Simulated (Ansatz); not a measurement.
**Pd wire along [111], 13 atoms a period: bands along the axis**

What gap, if any, does the Pd wire along [111], 13 atoms a period have, and how many channels would it open?

Program: Ansatz 0.2.0. Level of theory: DFT PBE, plane waves, PAW; relaxation of a wire's period; PAW set soft_1, in the first sound run; inputs show where later runs differ. Results are calculated unless marked as measured.

## Step 1: Set-up

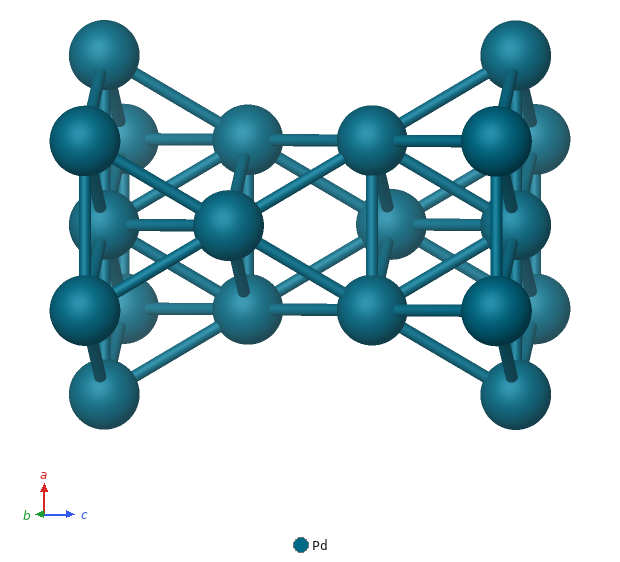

The cell as given, from the side, with the c axis across the page (palladium blue). Some periodic images of atoms are drawn too.

The cell holds 13 atoms: 13 Pd. Cell: a = 12.372 Å, b = 11.625 Å, c = 6.824 Å, α = 90.0°, β = 90.0°, γ = 90.0°. Vacuum lies along a and b. The structure's axis is c.

## Step 2: Relaxation of atoms and period

Band widths follow the bond lengths, so the wire is relaxed first. The atoms and the third cell vector are free; the box across stays fixed as vacuum. A Fermi-Dirac smearing is set since the result may be a metal. The pressure printed is a third of the stress's trace over the whole box, vacuum included; only the stress along the axis is relaxed.

input.yaml reads:

```yaml
crystal:
  lattice:
    - [12.372, 0.0, 0.0]
    - [0.0, 11.625, 0.0]
    - [0.0, 0.0, 6.8242801818]
  atoms:
    - { symbol: Pd, position: [0.387407077, 0.292473118, 0.0] }
    - { symbol: Pd, position: [0.500000058, 0.500021281, 0.0] }
    - { symbol: Pd, position: [0.612593039, 0.292473118, 0.0] }
    - { symbol: Pd, position: [0.72518602, 0.500021281, 0.0] }
    - { symbol: Pd, position: [0.387407077, 0.43083856, 0.333333333] }
    - { symbol: Pd, position: [0.500000058, 0.638386724, 0.333333333] }
    - { symbol: Pd, position: [0.612593039, 0.43083856, 0.333333333] }
    - { symbol: Pd, position: [0.387407077, 0.569204002, 0.666666667] }
    - { symbol: Pd, position: [0.500000058, 0.361655839, 0.666666667] }
    - { symbol: Pd, position: [0.612593039, 0.569204002, 0.666666667] }
    - { symbol: Pd, position: [0.274814096, 0.500021281, 0.0] }
    - { symbol: Pd, position: [0.387407077, 0.707569445, 0.0] }
    - { symbol: Pd, position: [0.612593039, 0.707569445, 0.0] }
kpoints:
  mp_grid: { grid: [1, 1, 12] }
scf:
  occupations: { method: fermi_dirac, width: 0.05 }
hamiltonian:
  xc: pbe
  pseudopotentials: { kind: paw, azcp: { folder: soft_1 } }
relax:
  cell: { fix: [a, b, alpha, beta, gamma] }
  max_steps: 45
  f_tol: 0.03
```

The run is started by

```bash
> ansatz run input.yaml --threads 4 --pin off --max-ram 16384MiB --backend cpu --events-out ev --progress --plain --runs-dir out
```

Numbers of over 12 decimals in the logs are rounded to 6 here.

The log of the run:

```text
Engine: ansatz 0.2.0, x86_64-unknown-linux-gnu
Pseudopotentials: kind: paw
Pseudopotential: Pd, paw, valence charge 18, recommended cutoff 420 eV (normal), soft_1/Pd.paw.azcp
Functional definition: PBE
  parameter kappa = 0.804
  parameter beta = 0.066725
  exchange = pbe_x(kappa = kappa, mu = beta*pi^2/3)
  correlation = pbe_c(beta = beta)
Crystal: 13 atoms, lattice volume = 981.499 Å³
Basis set: ecut = 420 eV, 19229 PW (Γ), exchange–correlation on 180×160×96 points (8 copies of the dense FFT grid, shifted against one another)
Bands: 141, of which v1, the nominal top of the filled ones, is band 117 counted from 1 (116 counted from 0)
Symmetry: 4 space group operations
Space group: P2/m (ITA 10), of the structure as read, at distance tolerance 9.9e-5 Å
k-points: 7 of 12
Non-local potential: Pd, projectors of the file, l = 0: 2, l = 1: 2, l = 2: 2, l = 3: 1
PAW form: soft (Blöchl's): semilocal exchange-correlation on the pseudo side does not see the compensation charge
PAW one-centre angular grid: Pd, 590 points (default); XC on 64 Gauss nodes
Initial density: superposition of atomic densities (neutral atoms: chi_scale 0, normalization atom)
Initial wavefunctions: pseudopotential atomic-orbital guess
Functional: x = pbe(κ = 0.804, μ = 0.219515), c = pbe(β = 0.066725)
SCF iter   1: F=—  HF=-90643.763282 eV  |F-HF|=—  |Δ(HF+E_count)|=         —  Δρ=6.95e-2  dr2=6.11e1  ethr=3.10e-3  ⟨swp⟩=6.3  Hψ=3593  notcnv=0  defer=33
preconditioner: auto → LDOS  [metal: Δε(μ)=0.002 eV  Ē_g=4.125 eV  σ=0.050 eV  W_gap=0.01  n_scr=166 (ndim 8)  ℏωp=13.5 eV  f_vac=0.685  D(μ)=31.51/eV (n_scr^D=244)  β→1.0]
SCF iter   2: F=—  HF=-90647.469842 eV  |F-HF|=—  |Δ(HF+E_count)|=    3.71e0  Δρ=8.06e-2  dr2=6.03e1  ethr=3.10e-3  ⟨swp⟩=4.0  Hψ=2686  notcnv=0  defer=63
SCF iter   3: F=—  HF=-90632.705319 eV  |F-HF|=—  |Δ(HF+E_count)|=    1.48e1  Δρ=1.72e-2  dr2=2.31e0  ethr=3.10e-3  ⟨swp⟩=3.0  Hψ=2500  notcnv=0  defer=106
SCF iter   4: F=—  HF=-90632.517793 eV  |F-HF|=—  |Δ(HF+E_count)|=   1.88e-1  Δρ=6.39e-3  dr2=8.64e-1  ethr=9.88e-4  ⟨swp⟩=2.3  Hψ=1660  notcnv=0  defer=104
SCF iter   5: F=—  HF=-90632.471302 eV  |F-HF|=—  |Δ(HF+E_count)|=   4.65e-2  Δρ=2.15e-3  dr2=8.71e-2  ethr=3.69e-4  ⟨swp⟩=2.0  Hψ=942  notcnv=0  defer=104
SCF iter   6: F=—  HF=-90632.473926 eV  |F-HF|=—  |Δ(HF+E_count)|=   2.62e-3  Δρ=1.40e-3  dr2=4.62e-2  ethr=3.72e-5  ⟨swp⟩=2.0  Hψ=1071  notcnv=0  defer=104
SCF iter   7: F=—  HF=-90632.473606 eV  |F-HF|=—  |Δ(HF+E_count)|=   3.20e-4  Δρ=4.96e-4  dr2=4.98e-3  ethr=1.98e-5  ⟨swp⟩=1.0  Hψ=883  notcnv=0  defer=104
SCF iter   8: F=—  HF=-90632.473991 eV  |F-HF|=—  |Δ(HF+E_count)|=   3.85e-4  Δρ=1.48e-4  dr2=4.10e-4  ethr=2.13e-6  ⟨swp⟩=2.0  Hψ=1088  notcnv=0  defer=104
SCF iter   9: F=—  HF=-90632.474076 eV  |F-HF|=—  |Δ(HF+E_count)|=   8.56e-5  Δρ=7.70e-5  dr2=9.68e-5  ethr=1.75e-7  ⟨swp⟩=2.0  Hψ=1223  notcnv=0  defer=104
SCF iter  10: F=—  HF=-90632.474585 eV  |F-HF|=—  |Δ(HF+E_count)|=   5.09e-4  Δρ=3.79e-5  dr2=2.98e-5  ethr=4.14e-8  ⟨swp⟩=2.1  Hψ=1186  notcnv=0  defer=104
SCF iter  11: F=—  HF=-90632.474586 eV  |F-HF|=—  |Δ(HF+E_count)|=   8.94e-7  Δρ=1.89e-5  dr2=6.00e-6  ethr=1.28e-8  ⟨swp⟩=1.3  Hψ=885  notcnv=0  defer=104
SCF iter  12: F=—  HF=-90632.474587 eV  |F-HF|=—  |Δ(HF+E_count)|=   9.37e-7  Δρ=8.82e-6  dr2=1.37e-6  ethr=2.56e-9  ⟨swp⟩=1.9  Hψ=955  notcnv=0  defer=104
SCF iter  13: F=—  HF=-90632.474587 eV  |F-HF|=—  |Δ(HF+E_count)|=   1.81e-7  Δρ=2.52e-6  dr2=1.16e-7  ethr=5.85e-10  ⟨swp⟩=1.7  Hψ=896  notcnv=0  defer=104
SCF iter  14: F=-90632.474587 eV  HF=-90632.474588 eV  |F-HF|=9.85e-9  |Δ(HF+E_count)|=   2.03e-8  Δρ=9.68e-7  dr2=1.86e-8  ethr=4.27e-11  ⟨swp⟩=4.0  Hψ=3150  notcnv=0
SCF 1 converged in 14 iterations: F = -90632.474587 eV  dr2 = 1.86e-8
  greatest PAW one-centre occupation: 0.999 electrons in one spin orbital (limit 2), on the Pd atom at site 12 (counted from 0), in its partial waves of l = 0
relax step   1: F+E_penalty+E_count = -90632.47458749 eV  Δ(F+E_penalty+E_count) = +0.000e0 eV  max|allowed force component| = 9.646e-1 eV/Å  Δτ_max = 0.0000 Å  P = -1.992 GPa  Ω = 981.499 Å³  fix = [a, b, alpha, beta, gamma]  reactions: a -1.611, b -1.637 GPa; alpha -0.001 GPa/rad  (14 SCF iters, dr2 threshold 1.00e-7 eV, accepted)
Crystal: 13 atoms, lattice volume = 936.119 Å³
Basis set: ecut = 420 eV, 18295 PW (Γ), exchange–correlation on 180×160×96 points (8 copies of the dense FFT grid, shifted against one another)
Initial density: handed on by an earlier stage of this run
Initial wavefunctions: those handed on with the density
iter 1 solved again at ethr=1.25e-3 eV; its pass at ethr=3.10e-3 eV (dr2=2.92e0 eV) is discarded
SCF iter   1: F=—  HF=-90633.334191 eV  |F-HF|=—  |Δ(HF+E_count)|=         —  Δρ=1.42e-2  dr2=2.95e0  ethr=1.25e-3  ⟨swp⟩=3.4  Hψ=5068  notcnv=0
preconditioner: auto → LDOS  [metal: Δε(μ)=0.012 eV  Ē_g=5.186 eV  σ=0.050 eV  W_gap=0.06  n_scr=160 (ndim 8)  ℏωp=13.8 eV  f_vac=0.687  D(μ)=47.28/eV (n_scr^D=438)  β→1.0]
SCF iter   2: F=—  HF=-90633.104134 eV  |F-HF|=—  |Δ(HF+E_count)|=   2.30e-1  Δρ=7.78e-3  dr2=1.19e0  ethr=1.25e-3  ⟨swp⟩=3.7  Hψ=1752  notcnv=0
SCF iter   3: F=—  HF=-90632.959032 eV  |F-HF|=—  |Δ(HF+E_count)|=   1.45e-1  Δρ=3.57e-3  dr2=2.50e-1  ethr=5.08e-4  ⟨swp⟩=2.9  Hψ=1712  notcnv=0  defer=39
SCF iter   4: F=—  HF=-90632.936847 eV  |F-HF|=—  |Δ(HF+E_count)|=   2.22e-2  Δρ=2.13e-3  dr2=9.91e-2  ethr=1.07e-4  ⟨swp⟩=2.0  Hψ=1563  notcnv=0  defer=92
SCF iter   5: F=—  HF=-90632.931448 eV  |F-HF|=—  |Δ(HF+E_count)|=   5.40e-3  Δρ=8.77e-4  dr2=1.40e-2  ethr=4.23e-5  ⟨swp⟩=2.3  Hψ=1114  notcnv=0  defer=92
SCF iter   6: F=—  HF=-90632.932075 eV  |F-HF|=—  |Δ(HF+E_count)|=   6.27e-4  Δρ=2.35e-4  dr2=1.22e-3  ethr=5.96e-6  ⟨swp⟩=2.0  Hψ=1267  notcnv=0  defer=92
SCF iter   7: F=—  HF=-90632.932232 eV  |F-HF|=—  |Δ(HF+E_count)|=   1.57e-4  Δρ=1.10e-4  dr2=3.16e-4  ethr=5.23e-7  ⟨swp⟩=2.0  Hψ=1108  notcnv=0  defer=92
SCF iter   8: F=—  HF=-90632.932250 eV  |F-HF|=—  |Δ(HF+E_count)|=   1.79e-5  Δρ=3.59e-5  dr2=4.37e-5  ethr=1.35e-7  ⟨swp⟩=1.3  Hψ=900  notcnv=0  defer=92
SCF iter   9: F=—  HF=-90632.932249 eV  |F-HF|=—  |Δ(HF+E_count)|=   1.03e-6  Δρ=1.18e-5  dr2=2.18e-6  ethr=1.87e-8  ⟨swp⟩=2.0  Hψ=1359  notcnv=0  defer=92
SCF iter  10: F=-90632.932249 eV  HF=-90632.932249 eV  |F-HF|=1.07e-7  |Δ(HF+E_count)|=   2.88e-7  Δρ=5.97e-6  dr2=3.32e-7  ethr=5.56e-10  ⟨swp⟩=4.9  Hψ=3270  notcnv=0
SCF 2 converged in 10 iterations: F = -90632.932249 eV  dr2 = 3.32e-7
  greatest PAW one-centre occupation: 1.000 electrons in one spin orbital (limit 2), on the Pd atom at site 12 (counted from 0), in its partial waves of l = 0
[...]
SCF iter   7: F=—  HF=-90633.322893 eV  |F-HF|=—  |Δ(HF+E_count)|=   2.67e-4  Δρ=4.29e-5  dr2=2.43e-5  ethr=2.10e-7  ⟨swp⟩=1.6  Hψ=1164  notcnv=0  defer=91
SCF iter   8: F=—  HF=-90633.322899 eV  |F-HF|=—  |Δ(HF+E_count)|=   6.59e-6  Δρ=1.55e-5  dr2=8.19e-6  ethr=1.04e-8  ⟨swp⟩=2.1  Hψ=1276  notcnv=0  defer=91
SCF iter   9: F=-90633.322899 eV  HF=-90633.322899 eV  |F-HF|=2.84e-7  |Δ(HF+E_count)|=   8.02e-8  Δρ=6.47e-6  dr2=4.88e-7  ethr=5.56e-10  ⟨swp⟩=3.6  Hψ=3526  notcnv=0
SCF 3 converged in 9 iterations: F = -90633.322899 eV  dr2 = 4.88e-7
relax step   3: F+E_penalty+E_count = -90633.32289899 eV  Δ(F+E_penalty+E_count) = -3.907e-1 eV  max|allowed force component| = 1.113e-1 eV/Å  Δτ_max = 0.1061 Å  P = -0.332 GPa  Ω = 936.539 Å³  energy of the carried Pulay correction = +3.300e-3 eV  fix = [a, b, alpha, beta, gamma]  reactions: a -0.104, b -0.111 GPa; alpha -0.003 GPa/rad  (9 SCF iters, dr2 threshold 1.30e-6 eV, accepted)
[...]
relax step   4: F+E_penalty+E_count = -90633.37885833 eV  Δ(F+E_penalty+E_count) = -5.596e-2 eV  max|allowed force component| = 2.620e-2 eV/Å  Δτ_max = 0.0210 Å  P = +0.011 GPa  Ω = 918.119 Å³  energy of the carried Pulay correction = +4.697e-3 eV  fix = [a, b, alpha, beta, gamma]  reactions: a +0.072, b +0.071 GPa; alpha -0.004 GPa/rad  (8 SCF iters, dr2 threshold 1.30e-6 eV, accepted)
[...]
relax step   5: F+E_penalty+E_count = -90633.38129608 eV  Δ(F+E_penalty+E_count) = -2.438e-3 eV  max|allowed force component| = 1.412e-2 eV/Å  Δτ_max = 0.0063 Å  P = +0.047 GPa  Ω = 913.822 Å³  energy of the carried Pulay correction = +5.027e-3 eV  fix = [a, b, alpha, beta, gamma]  reactions: a +0.060, b +0.060 GPa; alpha -0.003 GPa/rad  (9 SCF iters, dr2 threshold 2.96e-8 eV, accepted)
Basis set: ecut = 420 eV, 17891 PW (Γ), exchange–correlation on 180×160×90 points (8 copies of the dense FFT grid, shifted against one another)
Initial wavefunctions: pseudopotential atomic-orbital guess (no wavefunctions were taken with the density)
iter 1 solved again at ethr=4.14e-7 eV; its pass at ethr=3.10e-3 eV (dr2=9.69e-4 eV) is discarded
SCF iter   1: F=—  HF=-90633.372472 eV  |F-HF|=—  |Δ(HF+E_count)|=         —  Δρ=1.25e-4  dr2=2.58e-5  ethr=4.14e-7  ⟨swp⟩=4.0  Hψ=6983  notcnv=0
preconditioner: auto → LDOS  [metal: Δε(μ)=0.035 eV  Ē_g=5.279 eV  σ=0.050 eV  W_gap=0.17  n_scr=160 (ndim 8)  ℏωp=14.0 eV  f_vac=0.672  D(μ)=40.57/eV (n_scr^D=348)  β→1.0]
SCF iter   2: F=—  HF=-90633.372718 eV  |F-HF|=—  |Δ(HF+E_count)|=   2.47e-4  Δρ=5.51e-5  dr2=1.86e-5  ethr=1.10e-8  ⟨swp⟩=2.0  Hψ=1822  notcnv=0
SCF iter   3: F=—  HF=-90633.372864 eV  |F-HF|=—  |Δ(HF+E_count)|=   1.45e-4  Δρ=1.59e-5  dr2=1.85e-6  ethr=7.96e-9  ⟨swp⟩=2.0  Hψ=1721  notcnv=0
SCF iter   4: F=—  HF=-90633.372863 eV  |F-HF|=—  |Δ(HF+E_count)|=   2.29e-7  Δρ=3.45e-6  dr2=1.41e-7  ethr=7.91e-10  ⟨swp⟩=2.0  Hψ=1719  notcnv=0
SCF iter   5: F=—  HF=-90633.372863 eV  |F-HF|=—  |Δ(HF+E_count)|=   1.87e-8  Δρ=1.23e-6  dr2=1.56e-8  ethr=6.04e-11  ⟨swp⟩=2.6  Hψ=1457  notcnv=0
SCF iter   6: F=—  HF=-90633.372863 eV  |F-HF|=—  |Δ(HF+E_count)|=   5.25e-9  Δρ=6.13e-7  dr2=7.37e-9  ethr=6.68e-12  ⟨swp⟩=2.1  Hψ=1318  notcnv=0
SCF iter   7: F=—  HF=-90633.372863 eV  |F-HF|=—  |Δ(HF+E_count)|=  1.89e-10  Δρ=3.80e-7  dr2=2.80e-9  ethr=3.15e-12  ⟨swp⟩=1.6  Hψ=1190  notcnv=0
SCF iter   8: F=—  HF=-90633.372863 eV  |F-HF|=—  |Δ(HF+E_count)|=  1.31e-10  Δρ=1.35e-7  dr2=4.40e-10  ethr=1.20e-12  ⟨swp⟩=1.9  Hψ=1202  notcnv=0
SCF iter   9: F=-90633.372863 eV  HF=-90633.372863 eV  |F-HF|=1.75e-10  |Δ(HF+E_count)|=  5.82e-11  Δρ=3.80e-8  dr2=1.87e-11  ethr=1.00e-12  ⟨swp⟩=4.0  Hψ=3091  notcnv=0
SCF 6 converged in 9 iterations: F = -90633.372863 eV  dr2 = 1.87e-11
relax step   6: F+E_penalty+E_count = -90633.37286346 eV  Δ(F+E_penalty+E_count) = +8.433e-3 eV  max|allowed force component| = 1.501e-2 eV/Å  Δτ_max = 0.0000 Å  P = +0.055 GPa  Ω = 913.822 Å³  fix = [a, b, alpha, beta, gamma]  reactions: a +0.067, b +0.066 GPa; alpha -0.003 GPa/rad  stress off target by 3.30e-2 GPa on what of the cell is left free  SCF on the basis re-selected at this cell (its energy is not comparable with the rows above)  (9 SCF iters)
basis re-selected at this cell: Δ(F+E_penalty+E_count) = +8.433e-3 eV, ΔP = +0.008 GPa vs the last step (what re-selecting the basis moved, of the pressure what is left beyond the Pulay correction that the steps carried, after the strain that the cell walked since its last selection, with what the two solves' SCF thresholds leave and, on support functions, any second-order correction that the steps lacked; it is no measure of the basis error at this ecutwfc). The dense FFT grid was sized anew with the basis: this SCF ran on 90×80×45 points, the steps before it on 90×80×48, so part of this shift can come from that change (see relax.cell in the input reference). [rest of the remark cut]
SCF converged after 9 iterations
Free energy (F): -90633.372863 eV
Harris-Foulkes:  -90633.372863 eV  (|F-HF|=1.75e-10)
Internal energy: -90633.044132 eV  (E = F + TS)
E sigma→0 (E₀):  -90633.208498 eV
Entropy (-TS):   -0.328731 eV (-25.287 meV/atom)
Fermi energy:    0.306427 eV
--- Per-component energies (eV) ---
  E_band       = -6176.044023
  E_kinetic    = 5844.627520
  E_local      = -129666.105797  (includes V_loc(G=0)·N_el)
  E_nonlocal   = 4834.999768
  E_hartree    = 60318.313100
  E_xc         = -1782.538370
  E_vxc        = -2250.842050  (∫ρ·V_xc dr)
  E_paw        = -49558.124737  (= ΣΔE_a)
  E_vpaw       = -5575.351640  (= ΣTr[D̂ρ^β])
  E_aug_tail   = 0.002977  (compensation charges beyond the density's cutoff)
  E_ewald      = 19375.781406
  E_smearing   = -0.328731  (= −TS)
  E_closure    = 0.000000  (closes the sum)
  Σ components = -90633.372863   (vs F -90633.372863, Δ=0.00e0)
--- Forces (eV/Å), atoms counted from 1 ---
  atom   1  Pd    -0.00843565    -0.01001020    -0.00041820
  atom   2  Pd     0.00000000     0.00000000     0.00000000
  atom   3  Pd     0.00843565    -0.01001020    -0.00041820
  atom   4  Pd     0.01501252     0.00000000     0.00000000
  atom   5  Pd    -0.01173058    -0.00640180     0.00229585
  atom   6  Pd    -0.00000000     0.01318983     0.00288988
  atom   7  Pd     0.01173058    -0.00640180     0.00229585
  atom   8  Pd    -0.01173058     0.00640180    -0.00229585
  atom   9  Pd     0.00000000    -0.01318983    -0.00288988
  atom  10  Pd     0.01173058     0.00640180    -0.00229585
  atom  11  Pd    -0.01501252     0.00000000    -0.00000000
  atom  12  Pd    -0.00843565     0.01001020     0.00041820
  atom  13  Pd     0.00843565     0.01001020     0.00041820
  max |Σ_I F_I| component: 0.00e0 eV/Å
--- Stress (GPa, compression-positive) ---
        0.066818       0.000000       0.000000
        0.000000       0.066481       0.003211
        0.000000       0.003211       0.033035
  P = ⅓ Tr σ = 0.0554 GPa (0.554 kbar)
--- Relaxed structure (5 steps of the walk, 5 accepted, 1 SCFs on fresh bases) ---
  F+E_penalty+E_count = -90633.37286346 eV   max|allowed force component| = 1.501e-2 eV/Å   (the final SCF, on the basis selected at the relaxed cell)
  cell:  # Å, volume = 913.8218 Å³
    - [12.372, 0, 0]
    - [0, 11.625, 0]
    - [0, 0, 6.353728]
  atoms:
    - { symbol: Pd, position: [0.390541, 0.298992, -0.000440538] }
    - { symbol: Pd, position: [0.500000, 0.500021, 0] }
    - { symbol: Pd, position: [0.609459, 0.298992, -0.000440538] }
    - { symbol: Pd, position: [0.718811, 0.500021, 0] }
    - { symbol: Pd, position: [0.386677, 0.430543, 0.338713] }
    - { symbol: Pd, position: [0.500000, 0.638989, 0.339155] }
    - { symbol: Pd, position: [0.613323, 0.430543, 0.338713] }
    - { symbol: Pd, position: [0.386677, 0.569499, 0.661287] }
    - { symbol: Pd, position: [0.500000, 0.361054, 0.660845] }
    - { symbol: Pd, position: [0.613323, 0.569499, 0.661287] }
    - { symbol: Pd, position: [0.281189, 0.500021, 0] }
    - { symbol: Pd, position: [0.390541, 0.701050, 0.000440538] }
    - { symbol: Pd, position: [0.609459, 0.701050, 0.000440538] }
```

Run time: 62 s. Hardware: 4 threads of Intel Xeon Platinum 8488C (Sapphire Rapids), shared host; peak memory 2.7 GiB.

(Part 1 of 2 ends here.)

[Logs are printed without paths, hosts, clocks, repeated set-up lines and the standing remarks that a program may print on its own settings, such as how far it seeks lower states.]

[Hosts, paths, dates, database ids (printed as entryN), source tags and the programs' standing remarks are cut or masked in the printed files.]
